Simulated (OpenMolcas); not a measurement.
# CH7NSn (SMILES C[NH][SnH3]): methods side by side

CH7NSn: 10 atoms, total charge 0, spin state singlet. As SMILES, `C[NH][SnH3]`. The shape is that of a PBE0-D4/def2-TZVP optimisation.

```xyz
10

C    -0.8984    0.7580   -0.8792
N    -0.3430   -0.5329   -0.5165
Sn    0.8973   -0.6294    1.0851
H    -1.6642    0.6376   -1.6527
H    -1.3968    1.2011   -0.0117
H    -0.1682    1.4946   -1.2475
H     0.0373   -1.0040   -1.3262
H     1.4517   -2.2390    1.1699
H    -0.0526   -0.1955    2.4337
H     2.2202    0.4584    0.9480
```

Quantity: the HOMO–LUMO gap, in eV. The values are calculated.

```json
{"level": "SVWN5/def2-SVP (core potential)", "kind": "LDA", "program": "OpenMolcas", "value (eV)": "4.32", "CPU time": "31 s"}
{"level": "BLYP/def2-SVP (core potential)", "kind": "GGA", "program": "OpenMolcas", "value (eV)": "4.43", "CPU time": "45 s"}
{"level": "revPBE/def2-SVP (core potential)", "kind": "GGA", "program": "OpenMolcas", "value (eV)": "4.55", "CPU time": "46 s"}
{"level": "M06-L/def2-SVP (core potential)", "kind": "meta-GGA", "program": "OpenMolcas", "value (eV)": "5.35", "CPU time": "59 s"}
{"level": "r2SCAN/def2-SVP (core potential)", "kind": "meta-GGA", "program": "OpenMolcas", "value (eV)": "5.13", "CPU time": "60 s"}
{"level": "BHLYP/def2-SVP (core potential)", "kind": "global hybrid", "program": "OpenMolcas", "value (eV)": "8.77", "CPU time": "38 s"}
{"level": "M06-2X/def2-SVP (core potential)", "kind": "hybrid meta-GGA", "program": "OpenMolcas", "value (eV)": "8.73", "CPU time": "51 s"}
{"level": "PBE0/def2-SVP (core potential)", "kind": "global hybrid", "program": "OpenMolcas", "value (eV)": "6.68", "CPU time": "44 s"}
```

The values span 4.32 to 8.77 eV. Orbital gaps aren't excitation energies; they tend to grow with the share of exact exchange. CPU times are rough (shared hosts, several kinds of processor and program).

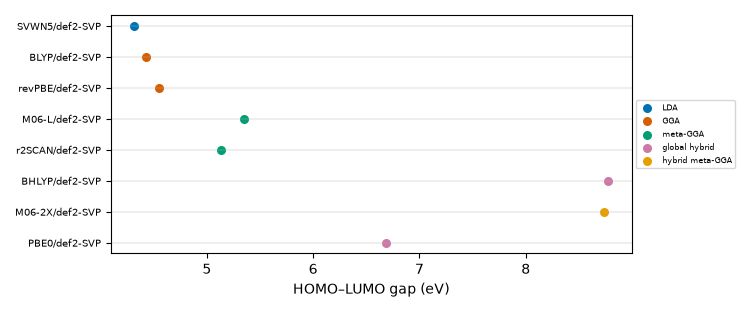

The values of the table, level by level.
